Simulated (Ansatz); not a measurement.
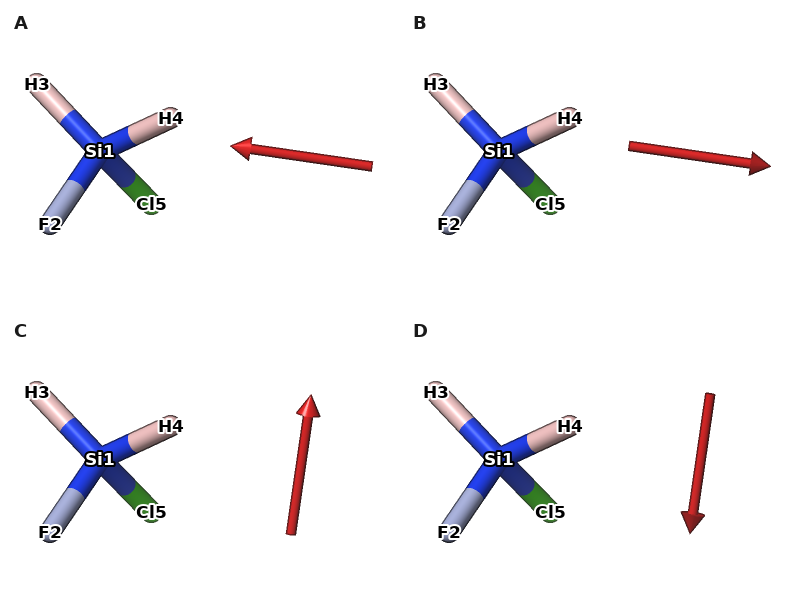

The same molecule four times, each with an arrow. Computed geometry: PBE0-D4/def2-TZVP optimisation. Method: RKS PBE0-D4/def2-TZVP (Ansatz 0.2.0).

**Which arrow points along the dipole moment, from the negative to the positive end?**

C. The dipole moment is 1.32 D; it points from the side of F2, Cl5 to the side of H3, H4 (the outermost atoms at the two ends).
